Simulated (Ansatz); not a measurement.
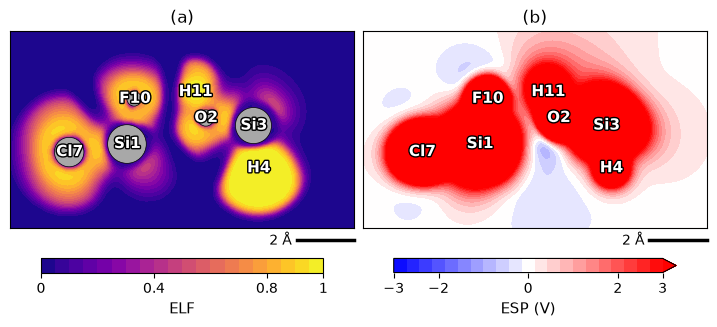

*Cl2F2Si···H4OSi. (a) ELF; (b) molecular electrostatic potential on the plane of atoms O2, Si3 and H4. Grey discs cover the atomic cores in the ELF map.*

Not at a stationary point (largest force 0.9 eV/Å).

These are results of RKS PBE0-D4/def2-SVP (Ansatz 0.2.0), not measurements.

The calculation's input:

```
crystal:
  periodic: [false, false, false]
  atoms:
    - { symbol: Si, position_ang: [0.0, 0.0, 0.0] }
    - { symbol: O, position_ang: [0.0, 0.0, 2.03] }
    - { symbol: Si, position_ang: [-1.3147, -0.4067, 2.9936] }
    - { symbol: H, position_ang: [-2.239, -1.2403, 2.2304] }
    - { symbol: H, position_ang: [-0.8506, -1.1432, 4.1657] }
    - { symbol: H, position_ang: [-1.9987, 0.8095, 3.4233] }
    - { symbol: Cl, position_ang: [2.0086, 0.0, -0.7093] }
    - { symbol: Cl, position_ang: [-1.0032, 1.7381, -0.7093] }
    - { symbol: F, position_ang: [-0.7489, -1.2974, -0.5295] }
    - { symbol: F, position_ang: [0.9912, 1.4948, 0.596] }
    - { symbol: H, position_ang: [0.6658, 1.0041, 1.6424] }
basis:
  gaussian: { orbitals: def2-SVP }
hamiltonian:
  xc: pbe0
  dispersion: d4
relax:
  f_tol: 0.15
  max_steps: 25
  restrain:
    - { distance: [0, 9], at: 1.59, k: 30.0 }
    - { distance: [10, 1], at: 1.01, k: 30.0 }
    - { distance: [0, 1], at: 2.88, k: 30.0 }
    - { distance: [10, 9], at: 2.12, k: 30.0 }
output:
  orbitals: {}
```

Launched as:

```sh
ansatz run input.yaml --threads 4 --pin off --max-ram 5120MiB --backend cpu --events-out ev --progress --plain --runs-dir out
```

The fields are those of the run's last geometry, not of the input's.

### What does the map show?

- The plane passes through Si, O, H, Cl and F nuclei.
- Si1···O2 (2.88 Å): the ELF dips to about 0.05 between them.
- Si–F (1.60 Å): the ELF peaks at about 0.85 in the valence shell of F, 0.6 Å from its nucleus, and is about 0.45 at the midpoint.
- Si–O (1.67 Å): the ELF peaks at about 0.85 between the atoms: a polar covalent bond.
- Si–Cl (2.03 Å): the ELF peaks at about 0.90 between the atoms, as expected for a polar covalent bond.
- O–H (0.98 Å): the ELF climbs to about 1 towards the hydrogen, as it does in any bond to H (a covalent bond by its length).
- The ELF also peaks beside Cl7 and F10, away from the bonds: lone-pair regions.
- Outside the dense part of the complex the potential is most negative (−0.9 V) near O2.
